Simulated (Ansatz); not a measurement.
# triplet C2H6BFO: levels of theory compared

Aim: a comparison of 4 runs (U-revPBE/def2-SVP, U-wB97X/def2-SVP, USVWN5/def2-SVP, UMP2/def2-SVP) of triplet C2H6BFO. 

The results are computed with Ansatz 0.2.0.

89 further runs of the same task are left out: 89 set aside as unsound or not needed. Runs told in other sessions of the task aren't counted.

## Step 1: The structure to begin with

C2H6BFO has 11 atoms, charge 0, and is taken as a triplet. SMILES of the parent species: `COB(C)F`. The shape is that of a PBE0-D4/def2-TZVP optimisation. This is one conformer, not always the lowest. That shape belongs to the parent species and isn't relaxed for this state.

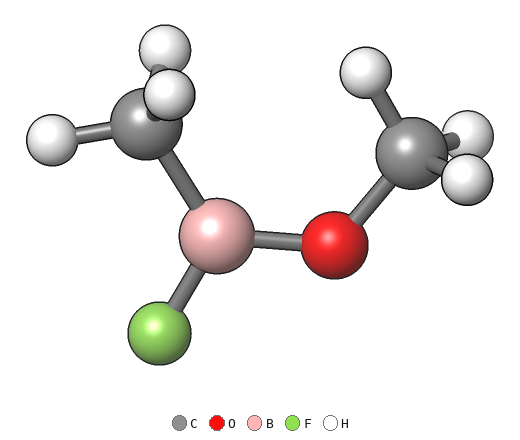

Viewed from a chosen angle; carbon grey, oxygen red, boron pink, fluorine green, hydrogen white.

## Step 2: A single-point energy at U-revPBE/def2-SVP (run 1)

molecule.yaml

```yaml
crystal:
  periodic: [false, false, false]
  atoms:
    - symbol: C
      position_ang: [-1.364400, 0.711100, 0.538500]
    - symbol: O
      position_ang: [-0.241000, 1.227800, -0.135300]
    - symbol: B
      position_ang: [0.818600, 0.482700, -0.508900]
    - symbol: C
      position_ang: [0.993200, -1.057900, -0.270600]
    - symbol: F
      position_ang: [1.779200, 1.165200, -1.136000]
    - symbol: H
      position_ang: [-1.458500, 1.207100, 1.506900]
    - symbol: H
      position_ang: [-2.259100, 0.924300, -0.050000]
    - symbol: H
      position_ang: [-1.294000, -0.367700, 0.698100]
    - symbol: H
      position_ang: [0.947600, -1.307000, 0.794000]
    - symbol: H
      position_ang: [1.947400, -1.412800, -0.660100]
    - symbol: H
      position_ang: [0.196300, -1.629800, -0.756000]
basis:
  gaussian:
    orbitals: def2-SVP
magnetization:
  spin_polarized: true
  initial_magnetization: 2
hamiltonian:
  xc: {name: revPBE}
accuracy: high
output: {orbitals: {seedname: orbitals}}
```

Command:

```bash
$ ansatz run molecule.yaml --threads 1 --pin off --max-ram 2610MiB --events-out events.jsonl --progress --plain --runs-dir runs
```

What it wrote:

```text
Warning: RAYON_NUM_THREADS=1 ignored (pool sized by the plan → 1); use --threads N
Functional definition: revPBE
  name "revPBE"
  parameter kappa = 1.245
  parameter beta = 0.06672455060314922
  exchange = pbe_x(kappa = kappa, mu = beta*pi^2/3)
  correlation = pbe_c(beta = beta)
2430 factors; integrals over basis functions are off by at most 8.1e-9 eV
mean field evaluation 1: about -7590.0206 eV, gradient 4.3e1 eV
mean field evaluation 2: about -7565.3976 eV, gradient 6.9e1 eV
mean field evaluation 4: about -7597.5179 eV, gradient 2.0e1 eV
mean field evaluation 8: about -7598.1020 eV, gradient 1.4e1 eV
mean field evaluation 16: about -7599.5688 eV, gradient 1.7e-1 eV
mean field evaluation 32: about -7596.1601 eV, gradient 1.4e1 eV
mean field evaluation 64: about -7597.2810 eV, gradient 3.3e0 eV
mean field -7599.56984017 eV, -279.2790404529 hartree, gradient 2.0e-8 eV, S^2 2.002793; 8 other end points of the search recorded, 0 dependent functions left out
reference -7599.56984469 eV, -279.2790406189 hartree; 21, 19 occupied and 79, 81 virtual orbitals, 2430 factors
Total energy: -7599.56984469 eV, -279.2790406189 hartree
```

It took 38 s on 1 thread of Arm Neoverse V2, shared host; peak memory 0.38 GiB.

## Step 3: A single-point energy at U-wB97X/def2-SVP (run 2)

run.yaml

```yaml
basis:
  gaussian:
    orbitals: def2-SVP
crystal:
  periodic: [false, false, false]
  atoms:
    - {symbol: C, position_ang: [-1.364400, 0.711100, 0.538500]}
    - {symbol: O, position_ang: [-0.241000, 1.227800, -0.135300]}
    - {symbol: B, position_ang: [0.818600, 0.482700, -0.508900]}
    - {symbol: C, position_ang: [0.993200, -1.057900, -0.270600]}
    - {symbol: F, position_ang: [1.779200, 1.165200, -1.136000]}
    - {symbol: H, position_ang: [-1.458500, 1.207100, 1.506900]}
    - {symbol: H, position_ang: [-2.259100, 0.924300, -0.050000]}
    - {symbol: H, position_ang: [-1.294000, -0.367700, 0.698100]}
    - {symbol: H, position_ang: [0.947600, -1.307000, 0.794000]}
    - {symbol: H, position_ang: [1.947400, -1.412800, -0.660100]}
    - {symbol: H, position_ang: [0.196300, -1.629800, -0.756000]}
magnetization:
  spin_polarized: true
  initial_magnetization: 2
hamiltonian:
  xc: {name: wB97X}
accuracy: high
output:
  orbitals: {seedname: orbitals}
```

Command:

```bash
$ ansatz run run.yaml --threads 1 --pin off --max-ram 2610MiB --events-out events.jsonl --progress --plain --runs-dir runs
```

What it wrote (excerpt; [...] marks lines left out):

```text
Warning: RAYON_NUM_THREADS=1 ignored (pool sized by the plan → 1); use --threads N
Functional definition: wB97X
  name "wB97X"
[...]
      + exact_x_lr(omega)
[...]
      + integral(e_c_pw_opposite_spin*poly(b97_u_opposite, 1, cos1, cos2, cos3, cos4))
2430 factors; integrals over basis functions are off by at most 8.1e-9 eV
392 factors; integrals over basis functions are off by at most 2.2e-9 eV
[...]
mean field -7599.40418276 eV, -279.2729526551 hartree, gradient 9.6e-8 eV, S^2 2.005936; 2 other end points of the search recorded, 0 dependent functions left out
reference -7599.40418043 eV, -279.2729525697 hartree; 21, 19 occupied and 79, 81 virtual orbitals, 2430 factors
Total energy: -7599.40418043 eV, -279.2729525697 hartree
```

Wall time 3.9 min (1 thread of Arm Neoverse V2, shared host); peak memory 0.99 GiB.

## Step 4: A single-point energy at USVWN5/def2-SVP (run 3)

run.yaml: that of step 3 with these lines changed.

```diff
@@ -1,4 +1 @@
-basis:
-  gaussian:
-    orbitals: def2-SVP
 crystal:
@@ -17,9 +14,7 @@
     - {symbol: H, position_ang: [0.196300, -1.629800, -0.756000]}
-magnetization:
-  spin_polarized: true
-  initial_magnetization: 2
-hamiltonian:
-  xc: {name: wB97X}
+basis:
+  gaussian: {orbitals: def2-SVP}
+magnetization: {spin_polarized: true, initial_magnetization: 2}
+hamiltonian: {xc: {name: SVWN5}}
 accuracy: high
-output:
-  orbitals: {seedname: orbitals}
+output: {orbitals: {seedname: orbitals}}
```

Command:

```bash
$ ansatz run run.yaml --threads 1 --pin off --max-ram 2610MiB --events-out events.jsonl --progress --plain --runs-dir runs
```

What it wrote (excerpt; [...] marks lines left out):

```text
Warning: RAYON_NUM_THREADS=1 ignored (pool sized by the plan → 1); use --threads N
Functional definition: SVWN5
  name "SVWN5"
[...]
2430 factors; integrals over basis functions are off by at most 8.1e-9 eV
[...]
mean field -7542.15875867 eV, -277.1692221223 hartree, gradient 2.0e-8 eV, S^2 2.001535; 16 other end points of the search recorded, 0 dependent functions left out
reference -7542.15876198 eV, -277.1692222439 hartree; 21, 19 occupied and 79, 81 virtual orbitals, 2430 factors
Total energy: -7542.15876198 eV, -277.1692222439 hartree
```

It took 25 s on 1 thread of Arm Neoverse V2, shared host; peak memory 0.35 GiB.

## Step 5: The energy at UMP2/def2-SVP (run 4)

input.yaml

```yaml
crystal:
  periodic: [false, false, false]
  atoms:
    - {symbol: C, position_ang: [-1.364400, 0.711100, 0.538500]}
    - {symbol: O, position_ang: [-0.241000, 1.227800, -0.135300]}
    - {symbol: B, position_ang: [0.818600, 0.482700, -0.508900]}
    - {symbol: C, position_ang: [0.993200, -1.057900, -0.270600]}
    - {symbol: F, position_ang: [1.779200, 1.165200, -1.136000]}
    - {symbol: H, position_ang: [-1.458500, 1.207100, 1.506900]}
    - {symbol: H, position_ang: [-2.259100, 0.924300, -0.050000]}
    - {symbol: H, position_ang: [-1.294000, -0.367700, 0.698100]}
    - {symbol: H, position_ang: [0.947600, -1.307000, 0.794000]}
    - {symbol: H, position_ang: [1.947400, -1.412800, -0.660100]}
    - {symbol: H, position_ang: [0.196300, -1.629800, -0.756000]}
basis:
  gaussian: {orbitals: def2-SVP}
magnetization: {spin_polarized: true, initial_magnetization: 2}
correlation: {method: mp2, frozen_orbitals: {B: 1, C: 1, F: 1, H: 0, O: 1}}
accuracy: high
```

Command:

```bash
$ ansatz run input.yaml --threads 1 --pin off --max-ram 2610MiB --events-out events.jsonl --progress --plain --runs-dir runs
```

What it wrote (excerpt; [...] marks lines left out):

```text
Warning: RAYON_NUM_THREADS=1 ignored (pool sized by the plan → 1); use --threads N
Functional definition: HF
  name "HF"
[...]
2430 factors; integrals over basis functions are off by at most 8.1e-9 eV
[...]
mean field -7560.20940961 eV, -277.8325713090 hartree, gradient 9.2e-8 eV, S^2 2.021180; 7 other end points of the search recorded, 0 dependent functions left out
5 core orbitals not correlated: weight in the atoms' cores, before any rotation towards them, 1.000 or more for the frozen orbitals, at most 0.000 for the correlated occupied ones
reference -7560.20940961 eV, -277.8325713090 hartree; 16, 14 occupied and 79, 81 virtual orbitals, 2430 factors
second order -18.88249307 eV of doubles, -0.00000000 eV of singles
Total energy: -7579.09190268 eV, -278.5264901305 hartree
```

It took 24 s on 1 thread of Arm Neoverse V2, shared host; peak memory 0.5 GiB.

## Step 6: Overview of the runs

| run | level | frozen core orbitals | energy (Eh) | HOMO energy (eV) | ⟨S²⟩ | wall time |
| --- | --- | --- | --- | --- | --- | --- |
| 1 | U-revPBE/def2-SVP | – | -279.279041 | -0.15 | 2.003 | 38 s |
| 2 | U-wB97X/def2-SVP | – | -279.272953 | -3.33 | 2.006 | 3.9 min |
| 3 | USVWN5/def2-SVP | – | -277.169222 | -0.16 | 2.002 | 25 s |
| 4 | UMP2/def2-SVP | 5 | -278.526490 | – | 2.021 | 24 s |

## Step 7: Results

```
                                          quantity          value
                               run 4: total energy  -278.52649 Eh
run 4: correlation energy (5 core orbitals frozen)     -693.9 mEh
          run 4: ⟨S²⟩ of the reference determinant          2.021
```

In words: Totals of different functionals can't be ranked against each other. All runs together took 5.3 min, the longest 3.9 min.
